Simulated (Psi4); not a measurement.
# CH6BSb (SMILES C[BH][SbH2]) at TPSS/def2-SVPD (core potential)

Aim: the vertical electron affinity of CH6BSb at TPSS/def2-SVPD (core potential), from 2 runs. 

Program for the calculation: Psi4 1.11.

**1. The system as given**

CH6BSb has 9 atoms, charge 0, and is taken as a singlet. SMILES: `C[BH][SbH2]`. The shape is that of a PBE0-D4/def2-TZVP optimisation. This is one conformer, not always the lowest.

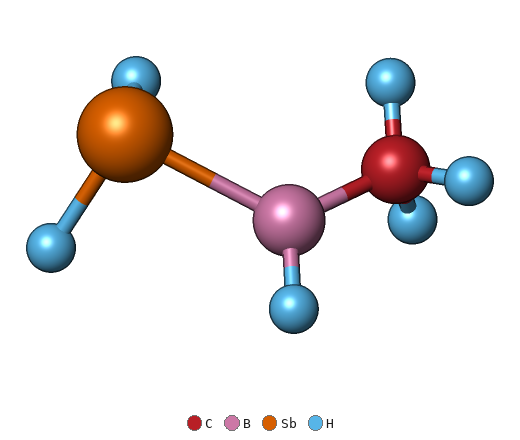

The structure, seen from a chosen angle (carbon red, boron pink, antimony orange, hydrogen blue).

**2. Energy and gradient at TPSS/def2-SVPD (core potential)**

ch6bsb.inp reads:

```
memory 1600 MB

molecule system {
  0 1
  C     -0.696500     0.976700    -0.600500
  B      0.386200    -0.132200    -0.547000
  Sb     1.415200    -0.767000     1.323700
  H     -1.637800     0.449300    -0.824500
  H     -0.551700     1.662600    -1.441500
  H     -0.856700     1.545300     0.316400
  H      0.752700    -0.653500    -1.562200
  H      1.258000    -2.435000     1.019200
  H      0.019000    -0.692400     2.299200
  symmetry c1
  no_reorient
  no_com
}

set basis def2-SVPD
set puream true
set e_convergence 1e-09
set d_convergence 1e-08
set scf_type pk
set dft_radial_points 99
set dft_spherical_points 590

e_tot, wfn = gradient("tpss", return_wfn=True)
oeprop(wfn, "MAYER_INDICES", "LOWDIN_CHARGES", "DIPOLE")
```

Command:

```sh
psi4 -i ch6bsb.inp -o ch6bsb.out -n 1
```

ch6bsb.out (excerpt; [...] marks lines left out):

```text
[...]
    !!!  WARNING: ECP capability is in beta. Please check occupations closely.  !!!
[...]
  Running in c1 symmetry.
[...]
  Nuclear repulsion =  109.436825042426392
[...]
  Multiplicity = 1
[...]
  Nalpha       = 20
  Nbeta        = 20
[...]
    Number of basis functions: 120
[...]
   @RKS iter   1:  -306.14502047641048   -1.12137e+00   7.69465e-03 ADIIS/DIIS
[...]
   @RKS iter  12:  -306.66358140028291   -1.64277e-11   5.35480e-09 DIIS
[...]
    Orbital Energies [Eh]
    ---------------------
    Doubly Occupied:
       1A     -9.992240     2A     -6.623025     3A     -5.518093
       4A     -3.779093     5A     -3.776884     6A     -3.772509
       7A     -1.198849     8A     -1.197628     9A     -1.193727
      10A     -1.192673    11A     -1.190822    12A     -0.654173
      13A     -0.530127    14A     -0.422505    15A     -0.376836
      16A     -0.373186    17A     -0.322907    18A     -0.296073
      19A     -0.269386    20A     -0.216476
[...]
  @RKS Final Energy:  -306.66358140028291
   => Energetics <=
    Nuclear Repulsion Energy =            109.4368250424263920
    One-Electron Energy =                -725.2589368302592447
    Two-Electron Energy =                 340.1375628706477414
    DFT Exchange-Correlation Energy =     -30.9790324830977468
    Empirical Dispersion Energy =           0.0000000000000000
    VV10 Nonlocal Energy =                  0.0000000000000000
    Total Energy =                       -306.6635814002829079
[...]
  -Total Gradient:
     Atom            X                  Y                   Z
    ------   -----------------  -----------------  -----------------
       1       -0.001754090671     0.000043202865    -0.000766026554
       2       -0.000884764833     0.002419005116    -0.000169831868
       3       -0.006357866686    -0.002202448853    -0.002649803567
       4        0.005823464581     0.003065743146     0.001497305436
       5       -0.000553295731    -0.004843098151     0.005658288432
       6        0.001632089582    -0.004123254862    -0.005817590913
       7       -0.001534474056     0.001829532024     0.003854263891
       8        0.000514586913     0.003768787319     0.000586027433
       9        0.003116535115     0.000043845929    -0.002191530639
[...]
 Multipole Moments:
 ------------------------------------------------------------------------------------
     Multipole            Electronic (a.u.)      Nuclear  (a.u.)        Total (a.u.)
 ------------------------------------------------------------------------------------
 L = 1.  Multiply by 2.5417464519 to convert [e a0] to [Debye]
 Dipole X            :        -55.5813530           55.3408186           -0.2405345
 Dipole Y            :         24.0148649          -23.7453536            0.2695113
 Dipole Z            :        -45.4167837           45.1903436           -0.2264401
 Magnitude           :                                                    0.4263429
[...]
```

It took 68 s on 1 thread of Intel Xeon 6975P-C (Granite Rapids), shared host; peak memory 0.76 GiB.

**3. The doublet anion, same level**

calc.in reads:

```
memory 1600 mb

molecule m {
  -1 2
  C
  B 1 r2
  Sb 2 r3 1 a3
  H 1 r4 2 a4 3 d4
  H 1 r5 4 a5 2 d5
  H 1 r6 5 a6 4 d6
  H 2 r7 1 a7 6 d7
  H 3 r8 2 a8 7 d8
  H 3 r9 8 a9 2 d9

  r2 = 1.550729
  r3 = 2.227404
  a3 = 123.73234
  r4 = 1.101986
  a4 = 105.13905
  d4 = -110.71084
  r5 = 1.094855
  a5 = 104.87177
  d5 = 118.78012
  r6 = 1.090723
  a6 = 109.7894
  d6 = -114.82386
  r7 = 1.198627
  a7 = 119.68702
  d7 = -168.78849
  r8 = 1.702838
  a8 = 94.95278
  d8 = -48.7612
  r9 = 1.704858
  a9 = 93.98972
  d9 = 95.52906
  symmetry c1
  no_reorient
  no_com
}

set basis def2-SVPD
set reference uks
set puream true
set e_convergence 1e-09
set d_convergence 1e-08
set scf_type pk
set dft_radial_points 99
set dft_spherical_points 590
set maxiter 100

energy_value = gradient('tpss')
```

Command:

```sh
psi4 calc.in calc.out -n 1
```

calc.out (excerpt; [...] marks lines left out):

```text
[...]
  Running in c1 symmetry.
[...]
  Nuclear repulsion =  109.436830664504583
[...]
  Multiplicity = 2
[...]
  Nalpha       = 21
  Nbeta        = 20
[...]
    Number of basis functions: 120
[...]
   @UKS iter   1:  -305.90089611685715   -8.61425e-01   8.83323e-03 DIIS/ADIIS
[...]
   @UKS iter  15:  -306.66188937829025   -2.03499e-11   8.07742e-09 DIIS
[...]
   @S^2 Observed:                7.559303895E-01
[...]
  @UKS Final Energy:  -306.66188937829025
   => Energetics <=
    Nuclear Repulsion Energy =            109.4368306645045834
    One-Electron Energy =                -733.1335998402704490
    Two-Electron Energy =                 348.2445807501844683
    DFT Exchange-Correlation Energy =     -31.2097009527088218
    Empirical Dispersion Energy =           0.0000000000000000
    VV10 Nonlocal Energy =                  0.0000000000000000
    Total Energy =                       -306.6618893782902546
[...]
 Multipole Moments:
 ------------------------------------------------------------------------------------
     Multipole            Electronic (a.u.)      Nuclear  (a.u.)        Total (a.u.)
 ------------------------------------------------------------------------------------
 L = 1.  Multiply by 2.5417464519 to convert [e a0] to [Debye]
 Dipole X            :         -3.3981572            3.3115284           -0.0866288
 Dipole Y            :        -29.6569090           28.4536778           -1.2032312
 Dipole Z            :         34.1591624          -33.5532477            0.6059147
 Magnitude           :                                                    1.3499639
[...]
  -Total Gradient:
     Atom            X                  Y                   Z
    ------   -----------------  -----------------  -----------------
       1       -0.007912912497    -0.003902287062     0.009737516800
       2        0.010025831890     0.003798222202    -0.021724536664
       3        0.016258037340    -0.002292442449    -0.000172437401
       4       -0.008579601692    -0.001625048186     0.010582910461
       5        0.008567181230    -0.003675448012     0.007121687183
       6        0.002602877624     0.007637680346     0.006094630223
       7       -0.000730639019    -0.008512784771    -0.007247509076
       8       -0.010382346509    -0.000665709411    -0.010353334942
       9       -0.009850371625     0.009237877915     0.005961717674
[...]
```

Wall time 2 min (1 thread of Intel Xeon 6975P-C (Granite Rapids), shared host); peak memory 0.77 GiB.

**4. Results**

At TPSS/def2-SVPD (core potential):

```
                                         quantity          value
                     singlet CH6BSb: total energy  -306.66358 Eh
                    singlet CH6BSb: dipole moment         1.08 D
                      singlet CH6BSb: HOMO energy       -5.89 eV
                      singlet CH6BSb: LUMO energy       -2.37 eV
                    singlet CH6BSb: HOMO–LUMO gap        3.52 eV
         singlet CH6BSb: largest force on an atom     0.384 eV/Å
                      doublet anion: total energy  -306.66189 Eh
doublet anion: HOMO energy (highest over α and β)        2.54 eV
 doublet anion: LUMO energy (lowest over α and β)        3.78 eV
                              doublet anion: ⟨S²⟩          0.756
          doublet anion: largest force on an atom     1.246 eV/Å
vertical electron affinity (to the doublet anion)      -0.046 eV
```

What this shows: The anion lies 0.05 eV (1.1 kcal/mol) above the neutral: the electron isn't bound at this level, and such a value depends on the basis. The largest force (singlet CH6BSb) is 0.38 eV/Å: the shape isn't a stationary point for this species at this level. The HOMO (doublet anion) lies at positive energy, 2.54 eV, as semi-local functionals often give for anions; only total energies tell whether the electron is bound.
